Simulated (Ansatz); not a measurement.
**Convergence test for CuAu (P4/mmm, 2 atoms in the cell)**

```
CuAu
1.0
    2.85811     0.00000     0.00000
    0.00000     2.85811     0.00000
    0.00000     0.00000     3.59092
Cu Au
1 1
Direct
  0.50000   0.50000   0.50000
  0.00000   0.00000   0.00000
```

Method of the run: PBE, PAW files (plane waves; Ansatz, a first-principles code).

The starting cell comes from a database of computed structures (which also holds hypothetical and non-ambient phases and stackings), without a prior relaxation at this level. Its lattice was rescaled by a random factor within 2.5 % of one. Spin polarisation is off. In the base run, with a pressure of about 4 GPa the cell is away from its equilibrium volume at this level. Ansatz's pressure includes its estimate of the finite-basis (Pulay) stress.

Held fixed: kpoints.mp_grid.grid = 8 8 6; hamiltonian.xc = pbe; hamiltonian.pseudopotentials = {kind: paw} (the program's default PAW files); scf.occupations.method = fermi_dirac; scf.occupations.width = 0.0073 Ry.

ΔF is the free energy per atom less that of the last row (61.7 Ry).

The first pressure column holds Ansatz's estimate of the finite-basis (Pulay) stress, which hides part of the cutoff error; the other is without it.

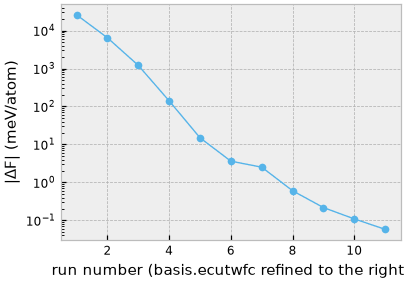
*Size of the energy error against the last run of the series; values under 0.01 meV/atom are drawn at 0.01.*

```
basis.ecutwfc  ΔF (meV/atom)  pressure (GPa)  pressure at a fixed set of plane waves (GPa)  plane waves  iterations
-------------  -------------  --------------  --------------------------------------------  -----------  ----------
12.5 Ry              25871.1          -28.88                                      -1149.93          139          10
15.4 Ry               6429.7            1.76                                       -360.74          213          10
18.4 Ry               1205.6           10.21                                        -87.80          253          10
21.7 Ry                140.1            4.23                                        -11.66          347          10
24.6 Ry                 14.9            3.71                                          1.69          407          10
27.9 Ry                  3.6            3.72                                          3.63          503          11
30.9 Ry                  2.5            3.70                                          3.59          577          10
35.6 Ry                 0.60            3.68                                          3.63          717          10
40.1 Ry                 0.22            3.67                                          3.67          845          11
46.3 Ry                 0.11            3.67                                          3.67         1035          11
54 Ry                   0.06            3.67                                          3.67         1319          11
61.7 Ry                 0.00            3.67                                          3.67         1617          11
```

Pressure within 1 GPa of the last row: from basis.ecutwfc = 21.7 Ry on; the one before it is off by 6.5 GPa. The value it settles on is 3.7 GPa at this level of theory and with the other settings as held.

Energy within 0.5 meV/atom of the last row: from basis.ecutwfc = 40.1 Ry on; the one before it is off by 0.60 meV/atom.

Keys are those of Ansatz 0.2.
